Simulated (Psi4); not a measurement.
**SiH2F: geometry relaxation (part 3 of 4)**

SiH2F, multiplicity 2; wB97X-D/def2-SVP, UKS (Psi4 1.11). 

Geometry of the input (Å):
```
Si 1.0258  -0.7404  0.6109
F  1.4449  -1.9043  -0.4134
H  1.0285  -1.3562  1.9568
H  2.0367  0.3247  0.4196
```

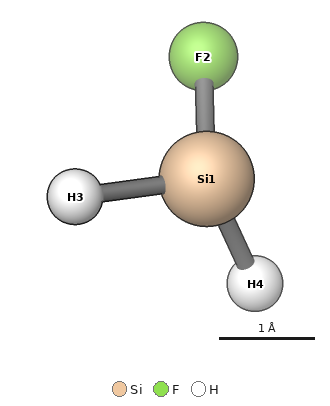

**Figure 1.** The structure as given in the input (ball-and-stick view, seen at an oblique angle; atoms are numbered from 1 in the order of the input).

**Output, continued**
```
         ------------------------------------------------------------
                                   SCF GRAD
         ------------------------------------------------------------

  ==> Geometry <==

    Molecular point group: c1
    Full point group: C1

    Geometry (in Angstrom), charge = 0, multiplicity = 2:

       Center              X                  Y                   Z               Mass
    ------------   -----------------  -----------------  -----------------  -----------------
         SI          -0.177989859882     0.449600141188     0.378486041911    27.976926534650
         F            0.227164053962    -0.737642107561    -0.663672899610    18.998403162730
         H           -0.168948439081    -0.122817642401     1.759219307698     1.007825032230
         H            0.827649038237     1.547263338179     0.244947151203     1.007825032230

  Nuclear repulsion =   54.774638512401609

   => Molecular Quadrature <=

    Radial Scheme          =       TREUTLER
    Pruning Scheme         =           NONE
    Nuclear Scheme         =       TREUTLER

    Blocking Scheme        =         OCTREE
    BS radius alpha        =              1
    Pruning alpha          =              1
    Radial Points          =             75
    Spherical Points       =            302
    Total Points           =          87280
    Total Blocks           =            711
    Max Points             =            256
    Max Functions          =             42
    Weights Tolerance      =       1.00E-15

  -Total Gradient:
     Atom            X                  Y                   Z
    ------   -----------------  -----------------  -----------------
       1        0.000083697068     0.000424822424     0.000465218286
       2        0.000026529731    -0.000183583618    -0.000159937531
       3       -0.000152208907    -0.000119581718     0.000059468039
       4       -0.000028751611     0.000120022356    -0.000145538138

	total time  =          2 seconds =       0.03 minutes

    			-----------------------------------------

    			 OPTKING 3.0: for geometry optimizations

    			        with contributions from

    			-----------------------------------------

	                            ===> Fragment 1 <==

	 Z (Atomic Numbers)          Masses                          Geom
	      14.000000            27.976927         -0.33635209  0.84962113  0.71523496
	       9.000000            18.998403          0.42927785 -1.39394156 -1.25416002
	       1.000000             1.007825         -0.31926628 -0.23209171  3.32444269
	       1.000000             1.007825          1.56403001  2.92390395  0.46288303

	 - Coordinate -           - BOHR/RAD -       - ANG/DEG -
	 R(1,2)           =         3.081928           1.630886
	 R(1,3)           =         2.824599           1.494713
	 R(1,4)           =         2.824497           1.494659
	 B(2,1,3)         =         1.885986         108.059046
	 B(2,1,4)         =         1.886388         108.082049
	 B(3,1,4)         =         1.938747         111.082044
	 O(2,1,3,4)       =        -0.990570         -56.755485
	 O(3,1,2,4)       =         0.962987          55.175113
	 O(4,1,2,3)       =        -0.962799         -55.164326

	        --- Internal Coordinate Step in ANG or DEG, aJ/ANG or AJ/DEG ---
	-------------------------------------------------------------------------------
	           Coordinate      Previous         Force          Change          New
	           ----------      --------        ------          ------        ------
	               R(1,2)       1.63089       -0.00276       -0.00023       1.63066
	               R(1,3)       1.49471       -0.00056       -0.00018       1.49454
	               R(1,4)       1.49466       -0.00041       -0.00012       1.49454
	             B(2,1,3)     108.05905        0.00001        0.06935     108.12840
	             B(2,1,4)     108.08205        0.00001        0.05420     108.13625
	             B(3,1,4)     111.08204       -0.00003       -0.20730     110.87475
	           O(2,1,3,4)     -56.75548        0.00001        0.02508     -56.73040
	           O(3,1,2,4)      55.17511        0.00001        0.11635      55.29146
	           O(4,1,2,3)     -55.16433       -0.00001       -0.12342     -55.28775
	-------------------------------------------------------------------------------

	                                 ==> Convergence Check <==

	Measures of convergence in internal coordinates in au.

	Criteria marked as inactive (o), active & met (*), and active & unmet ( ).

	----------------------------------------------------------------------------------------------
	   Step    Total Energy     Delta E     Max Force     RMS Force      Max Disp      RMS Disp
	----------------------------------------------------------------------------------------------
	  Convergence Criteria     1.00e-06 *    3.00e-04 *             o    1.20e-03 *             o
	----------------------------------------------------------------------------------------------
	     3    -390.31876118   -7.57e-05      3.36e-04      1.90e-04 o    3.62e-03      1.66e-03 o  ~
	----------------------------------------------------------------------------------------------

Next Geometry in Ang
	Fragment 1 (Ang)

	   Si  -0.1785382541   0.4489831621   0.3775554745
	    F   0.2270617958  -0.7380419105  -0.6643240294
	    H  -0.1679642479  -0.1211433357   1.7590354750
	    H   0.8273154995   1.5466058135   0.2467126811

    Structure for next step:
    Molecular point group: c1
    Full point group: C1

    Geometry (in Angstrom), charge = 0, multiplicity = 2:

    SI          -0.178198816458     0.449469620156     0.378306853004
    F            0.227401233444    -0.737555452401    -0.663572650937
    H           -0.167624810269    -0.120656877607     1.759786853483
    H            0.827654937194     1.547092271581     0.247464059625

gradient() will perform analytic gradient computation.

  ==> Geometry <==

    Molecular point group: c1
    Full point group: C1

    Geometry (in Angstrom), charge = 0, multiplicity = 2:

       Center              X                  Y                   Z               Mass
    ------------   -----------------  -----------------  -----------------  -----------------
         SI          -0.178198816458     0.449469620156     0.378306853004    27.976926534650
         F            0.227401233444    -0.737555452401    -0.663572650937    18.998403162730
         H           -0.167624810269    -0.120656877607     1.759786853483     1.007825032230
         H            0.827654937194     1.547092271581     0.247464059625     1.007825032230

  Running in c1 symmetry.

  Rotational constants: A =      4.26834  B =      0.50318  C =      0.47274 [cm^-1]
  Rotational constants: A = 127961.65844  B =  15084.88449  C =  14172.39614 [MHz]
  Nuclear repulsion =   54.780566627439498

  Charge       = 0
  Multiplicity = 2
  Electrons    = 25
  Nalpha       = 13
  Nbeta        = 12

   => Molecular Quadrature <=

    Radial Scheme          =       TREUTLER
    Pruning Scheme         =           NONE
    Nuclear Scheme         =       TREUTLER

    Blocking Scheme        =         OCTREE
    BS radius alpha        =              1
    Pruning alpha          =              1
    Radial Points          =             75
    Spherical Points       =            302
    Total Points           =          87279
    Total Blocks           =            711
    Max Points             =            256
    Max Functions          =             42
    Weights Tolerance      =       1.00E-15

  ==> MemDFJK: Density-Fitted J/K Matrices <==

    J tasked:                   Yes
    K tasked:                   Yes
    wK tasked:                  Yes
    Omega:                2.000E-01
    Memory [MiB]:              1049
    Algorithm:                 Core
    Schwarz Cutoff:           1E-12
    Mask sparsity (%):       0.1134
    Fitting Condition:        1E-10

   => Auxiliary Basis Set <=

  Basis Set: (DEF2-SVP AUX)
    Blend: DEF2-UNIVERSAL-JKFIT
    Number of shells: 75
    Number of basis functions: 241
    Number of Cartesian functions: 288
    Spherical Harmonics?: true
    Max angular momentum: 4

  Cached 100.0% of DFT collocation blocks in 0.093 [GiB].

  Minimum eigenvalue in the overlap matrix is 2.8257767402E-02.
  Reciprocal condition number of the overlap matrix is 7.7954689128E-03.
    Using symmetric orthogonalization.

  ==> Iterations <==

                           Total Energy        Delta E     RMS |[F,P]|

   @DF-UKS iter   0:  -390.31892366850838   -3.90319e+02   2.37928e-05
   @DF-UKS iter   1:  -390.31876201020060    1.61658e-04   6.38814e-06 DIIS
   @DF-UKS iter   2:  -390.31876203046687   -2.02663e-08   7.02566e-06 DIIS
   @DF-UKS iter   3:  -390.31876205896259   -2.84957e-08   8.05942e-07 DIIS
   @DF-UKS iter   4:  -390.31876206209432   -3.13173e-09   3.69248e-07 DIIS
   @DF-UKS iter   5:  -390.31876206297613   -8.81812e-10   1.10350e-07 DIIS
   @DF-UKS iter   6:  -390.31876206305958   -8.34461e-11   2.01626e-08 DIIS
   @DF-UKS iter   7:  -390.31876206306197   -2.38742e-12   4.32294e-09 DIIS
  Energy and wave function converged.

  ==> Post-Iterations <==

   Electrons on quadrature grid:
      Nalpha   =   13.0000021504 ; deviation = 2.150e-06
      Nbeta    =   12.0000017611 ; deviation = 1.761e-06
      Ntotal   =   25.0000039115 ; deviation = 3.912e-06

   @Spin Contamination Metric:   1.155566385E-03
   @S^2 Expected:                7.500000000E-01
   @S^2 Observed:                7.511555664E-01
   @S   Expected:                5.000000000E-01
   @S   Observed:                5.000000000E-01

    Orbital Energies [Eh]
    ---------------------

    Alpha Occupied:

       1A    -66.313643     2A    -24.801883     3A     -5.445039
       4A     -3.795418     5A     -3.793380     6A     -3.789909
       7A     -1.260017     8A     -0.650073     9A     -0.540776
      10A     -0.531204    11A     -0.521219    12A     -0.435465
      13A     -0.304443

    Alpha Virtual:

      14A      0.078865    15A      0.138162    16A      0.147693
      17A      0.245501    18A      0.380875    19A      0.424171
      20A      0.502111    21A      0.517709    22A      0.522061
      23A      0.575168    24A      0.577350    25A      0.663606
      26A      0.907786    27A      0.949678    28A      1.323783
      29A      1.324801    30A      1.331357    31A      1.522971
      32A      1.576026    33A      1.656898    34A      1.734341
      35A      1.823223    36A      2.087817    37A      2.243239
      38A      3.162102    39A      3.167616    40A      3.227112
      41A      3.243204    42A      3.587440

    Beta Occupied:

       1A    -66.310345     2A    -24.799492     3A     -5.441391
       4A     -3.791437     5A     -3.787627     6A     -3.785996
       7A     -1.254259     8A     -0.632012     9A     -0.527441
      10A     -0.526527    11A     -0.507098    12A     -0.425562

    Beta Virtual:

      13A     -0.049212    14A      0.091318    15A      0.155113
      16A      0.159041    17A      0.247839    18A      0.381793
      19A      0.454033    20A      0.516019    21A      0.535831
      22A      0.547282    23A      0.596799    24A      0.599463
      25A      0.690292    26A      0.920401    27A      0.963769
      28A      1.326092    29A      1.326867    30A      1.339526
      31A      1.532376    32A      1.583384    33A      1.667219
      34A      1.743549    35A      1.827240    36A      2.096506
      37A      2.251639    38A      3.167031    39A      3.172575
      40A      3.233719    41A      3.245472    42A      3.592060

    Final Occupation by Irrep:
              A
    DOCC [    12 ]
    SOCC [     1 ]
    NA   [    13 ]
    NB   [    12 ]

  @DF-UKS Final Energy:  -390.31876206306197

   => Energetics <=

    Nuclear Repulsion Energy =             54.7805666274394980
    One-Electron Energy =                -650.4258465960676858
    Two-Electron Energy =                 228.3738439882181979
    DFT Exchange-Correlation Energy =     -23.0468137006342850
    Empirical Dispersion Energy =          -0.0005123820177092
    VV10 Nonlocal Energy =                  0.0000000000000000
    Total Energy =                       -390.3187620630619676

  UHF NO Occupations:
  HONO-2 :   11  A 1.9999444
  HONO-1 :   12  A 1.9995481
  HONO-0 :   13  A 1.0000000
  LUNO+0 :   14  A 0.0004519
  LUNO+1 :   15  A 0.0000556
  LUNO+2 :   16  A 0.0000440
  LUNO+3 :   17  A 0.0000157

Computation Completed

Properties will be evaluated at   0.000000,   0.000000,   0.000000 [a0]

Properties computed using the SCF density matrix

 Multipole Moments:

 ------------------------------------------------------------------------------------
     Multipole            Electronic (a.u.)      Nuclear  (a.u.)        Total (a.u.)
 ------------------------------------------------------------------------------------

 L = 1.  Multiply by 2.5417464519 to convert [e a0] to [Debye]
 Dipole X            :         -0.5527582            0.4003532           -0.1524050
 Dipole Y            :         -1.6278120            2.0428147            0.4150028
 Dipole Z            :         -2.1587627            2.5159681            0.3572054
 Magnitude           :                                                    0.5683752

 ------------------------------------------------------------------------------------

	total time  =          4 seconds =       0.07 minutes

         ------------------------------------------------------------
                                   SCF GRAD
         ------------------------------------------------------------

  ==> Geometry <==

    Molecular point group: c1
    Full point group: C1

    Geometry (in Angstrom), charge = 0, multiplicity = 2:

       Center              X                  Y                   Z               Mass
    ------------   -----------------  -----------------  -----------------  -----------------
         SI          -0.178198816458     0.449469620156     0.378306853004    27.976926534650
         F            0.227401233444    -0.737555452401    -0.663572650937    18.998403162730
         H           -0.167624810269    -0.120656877607     1.759786853483     1.007825032230
         H            0.827654937194     1.547092271581     0.247464059625     1.007825032230

  Nuclear repulsion =   54.780566627439498

   => Molecular Quadrature <=

    Radial Scheme          =       TREUTLER
    Pruning Scheme         =           NONE
    Nuclear Scheme         =       TREUTLER

    Blocking Scheme        =         OCTREE
    BS radius alpha        =              1
    Pruning alpha          =              1
    Radial Points          =             75
    Spherical Points       =            302
    Total Points           =          87279
    Total Blocks           =            711
    Max Points             =            256
    Max Functions          =             42
    Weights Tolerance      =       1.00E-15

  -Total Gradient:
     Atom            X                  Y                   Z
    ------   -----------------  -----------------  -----------------
       1        0.000034810009     0.000236448689     0.000271519585
       2       -0.000011986149    -0.000097763650    -0.000107125657
       3       -0.000050388227     0.000033000870     0.000033732705
       4       -0.000038760783     0.000061469309     0.000015348491

	total time  =          1 seconds =       0.02 minutes

    			-----------------------------------------

    			 OPTKING 3.0: for geometry optimizations

    			        with contributions from

    			-----------------------------------------

	                            ===> Fragment 1 <==

	 Z (Atomic Numbers)          Masses                          Geom
	      14.000000            27.976927         -0.33674696  0.84937448  0.71489634
	       9.000000            18.998403          0.42972605 -1.39377781 -1.25397057
	       1.000000             1.007825         -0.31676498 -0.22800845  3.32551519
	       1.000000             1.007825          1.56404116  2.92358068  0.46763930

	 - Coordinate -           - BOHR/RAD -       - ANG/DEG -
	 R(1,2)           =         3.081501           1.630660
	 R(1,3)           =         2.824267           1.494538
	 R(1,4)           =         2.824263           1.494536
	 B(2,1,3)         =         1.887197         108.128400
	 B(2,1,4)         =         1.887334         108.136252
	 B(3,1,4)         =         1.935129         110.874748
	 O(2,1,3,4)       =        -0.990132         -56.730405
	 O(3,1,2,4)       =         0.965018          55.291459
	 O(4,1,2,3)       =        -0.964953         -55.287746

	        --- Internal Coordinate Step in ANG or DEG, aJ/ANG or AJ/DEG ---
	-------------------------------------------------------------------------------
	           Coordinate      Previous         Force          Change          New
	           ----------      --------        ------          ------        ------
	               R(1,2)       1.63066       -0.00186       -0.00032       1.63034
	               R(1,3)       1.49454        0.00011        0.00005       1.49459
	               R(1,4)       1.49454        0.00011        0.00006       1.49459
	             B(2,1,3)     108.12840        0.00000        0.00936     108.13776
	             B(2,1,4)     108.13625        0.00000        0.00062     108.13688
	             B(3,1,4)     110.87475       -0.00001       -0.06780     110.80695
	           O(2,1,3,4)     -56.73040       -0.00000       -0.02226     -56.75266
	           O(3,1,2,4)      55.29146        0.00000        0.05869      55.35015
	           O(4,1,2,3)     -55.28775       -0.00000       -0.06282     -55.35057
	-------------------------------------------------------------------------------

	                                 ==> Convergence Check <==

	Measures of convergence in internal coordinates in au.

	Criteria marked as inactive (o), active & met (*), and active & unmet ( ).

	----------------------------------------------------------------------------------------------
	   Step    Total Energy     Delta E     Max Force     RMS Force      Max Disp      RMS Disp
	----------------------------------------------------------------------------------------------
	  Convergence Criteria     1.00e-06 *    3.00e-04 *             o    1.20e-03 *             o
	----------------------------------------------------------------------------------------------
	     4    -390.31876206   -8.86e-07 *    2.26e-04 *    8.28e-05 o    1.18e-03 *    6.84e-04 o  ~
	----------------------------------------------------------------------------------------------

Next Geometry in Ang
	Fragment 1 (Ang)

	   Si  -0.1785535405   0.4493079061   0.3779493770
	    F   0.2274396996  -0.7374774300  -0.6635509975
	    H  -0.1672860725  -0.1202757934   1.7597022011
	    H   0.8276324574   1.5467948790   0.2478845345

    Final optimized geometry and variables:
    Molecular point group: c1
    Full point group: C1

    Geometry (in Angstrom), charge = 0, multiplicity = 2:

    SI          -0.178198816458     0.449469620156     0.378306853004
    F            0.227401233444    -0.737555452401    -0.663572650937
    H           -0.167624810269    -0.120656877607     1.759786853483
    H            0.827654937194     1.547092271581     0.247464059625

[set-up sections that repeat, and orbital energies of the middle runs, are left out above]
```

**Standard output**
```
Some dependencies such as QCElemental have not yet finished migration to pydantic v2. If issues are encountered please downgrade pydantic or upgrade QCElemental as appropriate
Optimizer: Optimization complete!
E = -390.318762063
CURRENT ENERGY                                   -390.3187620631
CURRENT REFERENCE ENERGY                         -390.3187620631
DD SOLVATION ENERGY                                 0.0000000000
DFT FUNCTIONAL TOTAL ENERGY                      -390.3182496810
DFT TOTAL ENERGY                                 -390.3187620631
DFT VV10 ENERGY                                     0.0000000000
DFT XC ENERGY                                     -23.0468137006
DISPERSION CORRECTION ENERGY                       -0.0005123820
GRID ELECTRONS ALPHA                               13.0000021504
GRID ELECTRONS BETA                                12.0000017611
GRID ELECTRONS TOTAL                               25.0000039115
NUCLEAR REPULSION ENERGY                           54.7805666274
ONE-ELECTRON ENERGY                              -650.4258465961
OPTIMIZATION ITERATIONS                             4.0000000000
PCM POLARIZATION ENERGY                             0.0000000000
PE ENERGY                                           0.0000000000
SCF ITERATION ENERGY                             -390.3187620631
SCF ITERATIONS                                      7.0000000000
SCF TOTAL ENERGY                                 -390.3187620631
TWO-ELECTRON ENERGY                               228.3738439882
WB97X-D DISPERSION CORRECTION ENERGY               -0.0005123820
XC GRID RADIAL POINTS                              75.0000000000
XC GRID SPHERICAL POINTS                          302.0000000000
XC GRID TOTAL POINTS                            87279.0000000000
```
